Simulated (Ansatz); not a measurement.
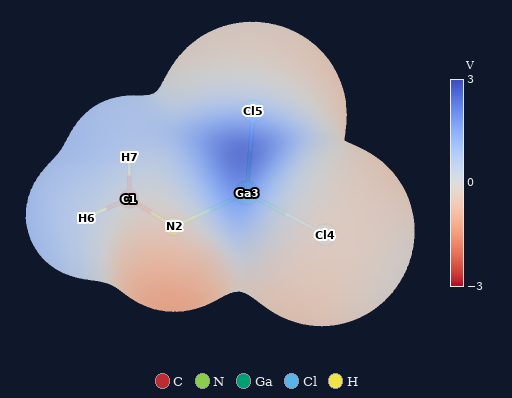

*CH2Cl2GaN. The electrostatic potential painted on the density surface at 0.001 e/bohr³, seen at a tilt; red is negative and blue positive.*

Geometry: PBE0-D4/def2-TZVP.

All numbers below come from Ansatz 0.2.0, RKS PBE0-D4/def2-TZVPP.

Input file:

```
crystal:
  periodic: [false, false, false]
  atoms:
    - {symbol: C, position_ang: [0.233307, 0.416523, 1.363907]}
    - {symbol: N, position_ang: [-0.343920, -0.536434, 0.769283]}
    - {symbol: Ga, position_ang: [-0.310100, -0.533939, -1.091294]}
    - {symbol: Cl, position_ang: [-1.239130, -2.069521, -2.212307]}
    - {symbol: Cl, position_ang: [0.674448, 1.030392, -2.168506]}
    - {symbol: H, position_ang: [0.228441, 0.439670, 2.461355]}
    - {symbol: H, position_ang: [0.756954, 1.253310, 0.877563]}
basis:
  gaussian: {orbitals: def2-TZVPP}
hamiltonian: {xc: pbe0, dispersion: d4}
output: {orbitals: {seedname: orbitals}}
```

Command:

```sh
ansatz run in.yaml --threads 4 --pin off --events-out ev --progress --plain --max-ram 10444MiB
```

Q: Where is the surface potential most negative and most positive?

A: The most negative region (about −1.1 V) lies over N2, the most positive (about +2.4 V) over Ga3. N2 is the likeliest acceptor of a hydrogen bond.
